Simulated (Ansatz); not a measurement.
Pt (fcc, Cu type)

Space group Fm-3m (No. 225); a = b = c = 3.940 Å, α = β = γ = 90.00°

| atom | site | symmetry | x | y | z |
|---|---|---|---|---|---|
| Pt | 4a | m-3m | 0.0000 | 0.0000 | 0.0000 |
(The calculation used a cell of 1 atom; values per cell refer to that cell.)

Equation-of-state scan: isotropic scaling of the cell above, V₀ being its volume. Symmetry pins the atoms to their sites.

All values below come from r2SCAN (plane waves to 500 eV, PAW, scalar-relativistic; Ansatz, a first-principles code). k mesh 21×21×21 (Γ-centred), Fermi-Dirac smearing 0.05 eV. E stands for the smeared free energy. Pt is run without spin polarisation. Pt was relaxed with its symmetry unable to fall. Spin-orbit coupling is left out, though Pt is heavy. The zero of ΔE is the relaxed starting cell.

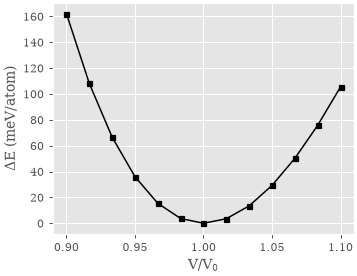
Figure: ΔE (meV/atom) against V/V₀; markers are the computed points, lines only join them.

Task: What is ΔE at V/V₀ = 0.900?

Result: About 160 meV/atom.

Task: What is ΔE at V/V₀ = 1.100?

Result: About 110 meV/atom.

Task: What bulk modulus B₀ follows from a third-order Birch-Murnaghan fit?

Result: About 270 GPa.

(Under strain, the slope of the energy per volume gives the stress and its curvature an elastic modulus.)
